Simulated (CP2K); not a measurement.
Band structure of SiO2 (P4_2/mnm, 6 atoms in the cell).

```xyz
6
Lattice="4.1621 0.0000 0.0000 0.0000 4.1621 0.0000 0.0000 0.0000 2.6482" Properties=species:S:1:pos:R:3 pbc="T T T"
Si     2.0810     2.0810     1.3241
Si     0.0000     0.0000     0.0000
O      2.8850     2.8850     0.0000
O      1.2771     1.2771     0.0000
O      3.3581     0.8039     1.3241
O      0.8039     3.3581     1.3241
```

Level of theory: PBE, GPW, DZVP-MOLOPT-SR-GTH basis, GTH-PBE potentials (GTH_POTENTIALS) (CP2K 2026.2).

Settings: CUTOFF = 450 Ry; REL_CUTOFF = 60 Ry; KPOINTS/SCHEME = MONKHORST-PACK 4 4 6; GAMMA_CENTERED = T; XC_FUNCTIONAL = PBE; Si/BASIS_SET = DZVP-MOLOPT-SR-GTH-q4; Si/POTENTIAL = GTH-PBE-q4; O/BASIS_SET = DZVP-MOLOPT-SR-GTH-q6; O/POTENTIAL = GTH-PBE-q6; METHOD = GPW; EPS_DEFAULT = 1e-10; EXTRAPOLATION = USE_GUESS; NGRIDS = 5; SCF_GUESS = ATOMIC.

The starting cell comes from a database of computed structures (which also holds hypothetical and non-ambient phases and stackings), without a prior relaxation at this level. Its lattice was rescaled by a random factor within 2.5 % of one. Values carry the incompleteness of an atom-centred basis.

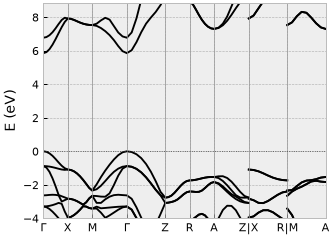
Figure. Bands along the path, energies from the top of the valence band on the SCF mesh.

Q: Read off roughly the gap and where its edges lie.

A: The gap along the path is about 5.9 eV (computed: 5.86 eV), direct at Γ to within 0.01 eV.

Levels in eV from the top of the valence band on the SCF mesh, bands 13 to 17:
| point | 13 | 14 | 15 | 16 | 17 |
|---|---|---|---|---|---|
| Γ | -2.63 | -0.88 | -0.88 | 0.00 | 5.86 |
| X | -2.83 | -2.83 | -1.09 | -1.09 | 7.93 |
| M | -2.66 | -2.66 | -2.34 | -2.34 | 7.53 |
| Z | -3.08 | -3.08 | -2.76 | -2.76 | 9.24 |
| R | -2.40 | -2.40 | -1.74 | -1.74 | 8.93 |
| A | -1.83 | -1.83 | -1.53 | -1.53 | 7.30 |

Higher empty bands are left out: an atom-centred basis made for the valence describes them poorly.
